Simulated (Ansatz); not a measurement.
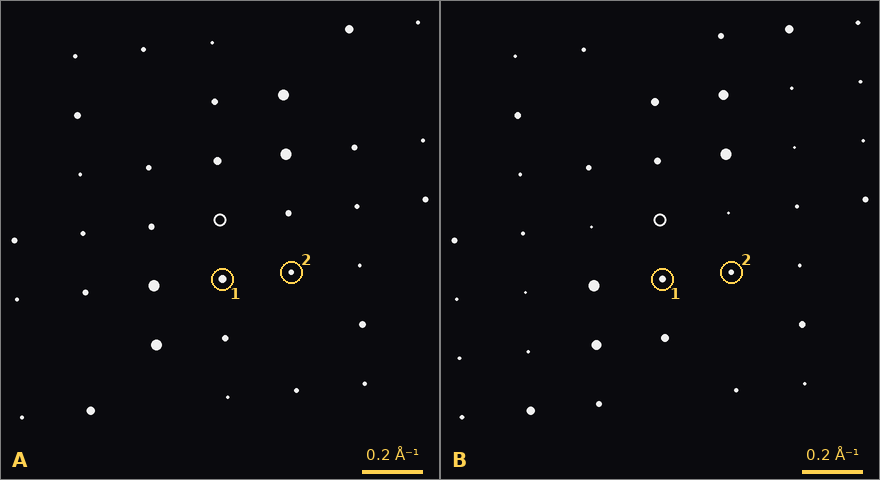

Kinematic electron diffraction patterns (120 kV, B = 0.5 Å², same scale) along [011] of the run's own cell, for the start and the end of one relaxation of MoSe4 with DFT, PAW plane waves, r2scan in Ansatz. k mesh 4×4×3. The start is a generated model structure, and the relaxation ends in the nearest stationary point of its symmetry, not necessarily the ground state. Spot 1 is -1 0 0 and spot 2 is -1 -1 1 in both.

Start structure:

```
CELL_PARAMETERS angstrom
5.87754 0.00000 0.00000
2.93877 -6.16130 0.00000
2.26951 0.00000 -6.02516
ATOMIC_POSITIONS crystal
Mo 0.06241 0.87518 0.75000
Mo 0.93759 0.12482 0.25000
Se 0.36236 0.82282 0.32203
Se 0.81482 0.82282 0.17797
Se 0.63764 0.17718 0.67797
Se 0.18518 0.17718 0.82203
Se 0.49503 0.55770 0.81004
Se 0.94727 0.55770 0.68996
Se 0.50497 0.44230 0.18996
Se 0.05273 0.44230 0.31004
```

**Which pattern belongs to the start structure, and which to the relaxed one?**

B is the start: its cell gives d(1) = 5.023 Å, d(2) = 3.362 Å and an angle of 51.2°. The spot positions hardly differ, so the intensities decide: those computed from the start structure match B, and A is the relaxed structure.

**Name reflections whose intensity changes strongly on relaxation.**

1 -2 2 goes from 0.034 to 8.5 % of the strongest spot; 2 0 0 goes from 24 to 9.3 % of the strongest spot; 1 0 0 goes from 13 to 23 % of the strongest spot.

**What did the relaxation do to the structure and the energy?**

The cell was held fixed; with the mean shift removed, the atoms moved by up to 0.38 Å relative to the cell (Se most); the space group stayed C2/c (No. 15); the free energy fell by 320 meV an atom.
